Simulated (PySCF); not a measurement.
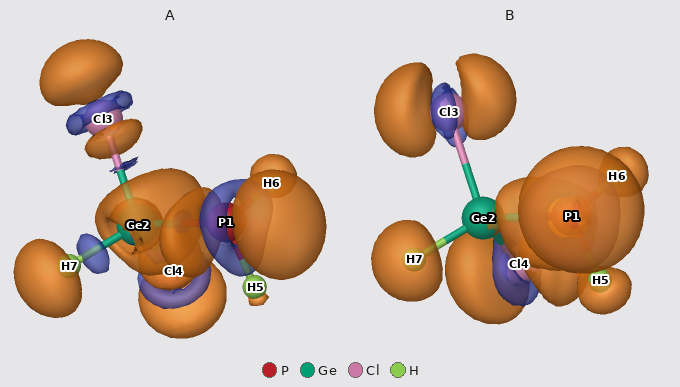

Cl2GeH3P, SMILES `[PH2][GeH]([Cl])[Cl]`. The two Fukui functions at ±0.015 e/Å³ (orange positive, blue negative).

Method: LDA (SVWN)/def2-SVPD; geometry: GFN2-xTB; program: PySCF. No frequency check shows the geometry to be a minimum. GFN2-xTB bond lengths at metals and heavier atoms can be off by up to 0.1 Å and shapes distorted, which carries into these values.

Cartesian coordinates (Å):

```
P1      -2.2189    0.1245    0.2185
Ge2      0.0257    0.0063   -0.4282
Cl3      1.1090    1.6784    0.3139
Cl4      1.0309   -1.7304    0.3135
H5      -2.3542   -1.2579    0.1451
H6      -1.8484    0.0753    1.5608
H7       0.2878   -0.0049   -1.9466
```

Which panel is f⁻ (electron removed) and which f⁺ (electron added)?

A is f⁺, B is f⁻. f⁻ (Hirshfeld-condensed) is largest on P1 (0.29), Cl4 (0.23) and Cl3 (0.20); the vertical ionisation energy is 9.89 eV (the stability of the cation's solution wasn't checked). f⁺ (Hirshfeld-condensed) is largest on P1 (0.25), Cl4 (0.19) and Cl3 (0.18); the vertical electron affinity is 0.05 eV (the stability of the anion's solution wasn't checked; the anion's highest orbital has positive energy, so this value and f⁺ depend on the basis).

What chemical potential and hardness follow from the two energies?

μ = −(I + A)/2 = −4.97 eV and η = I − A = 9.85 eV.
